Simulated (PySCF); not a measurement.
```xyz
19

C     3.1786   -1.0383    0.2149
N     1.8468   -0.6785   -0.1653
C     1.2390    0.2453    0.4378
Si   -0.5215    0.6906   -0.0725
O    -1.4762   -0.6201   -0.1667
C    -1.2482   -1.7838   -0.9142
O    -1.0325    1.5916    1.1671
C    -2.2949    2.1612    1.3596
H     3.1896   -2.0999    0.4659
H     3.5648   -0.4552    1.0629
H     3.8277   -0.8968   -0.6506
H     1.7248    0.7875    1.2655
H    -0.5467    1.4237   -1.3435
H    -1.8171   -2.5930   -0.4546
H    -1.5881   -1.6405   -1.9423
H    -0.1862   -2.0328   -0.9214
H    -3.0756    1.4018    1.2996
H    -2.4876    2.9249    0.6027
H    -2.3067    2.6218    2.3480
```

Geometry: GFN2-xTB.

Level of theory: PySCF, PBE0/pcSseg-1, SCF density, gas phase, non-relativistic.

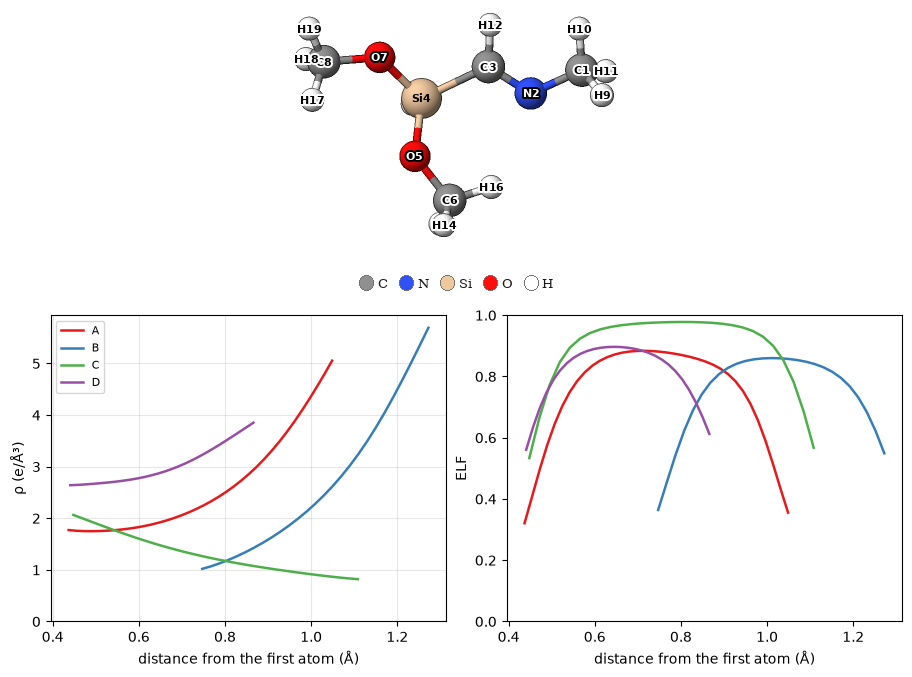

C4H11NO2Si (SMILES C/N=C/[SiH](OC)OC). Total electron density and electron localisation function along straight lines between neighbouring atoms. The curves leave out the atomic cores. The structure is drawn too.

> Which curve belongs to which contact (C–N, C–O, C–Si and Si–O)? The first atom named is at distance zero.

Curve A: C–O (1.40 Å): the density is about 2.1 e/Å³ at the midpoint, with its minimum of 1.8 e/Å³ about 0.5 Å from C; the ELF peaks at about 0.90 between the atoms (a polar covalent bond). Curve B: Si–O (1.62 Å): ρ is about 1.2 e/Å³ halfway; the ELF peaks at about 0.85 between the atoms: a short, strongly polar bond. Curve C: C–Si (1.89 Å): ρ is about 0.98 e/Å³ halfway; the ELF peaks at about 1 between the atoms (localised, covalent bonding). Curve D: C–N (1.26 Å): ρ is about 2.8 e/Å³ halfway; the ELF peaks at about 0.90 between the atoms; a short, multiple covalent bond.
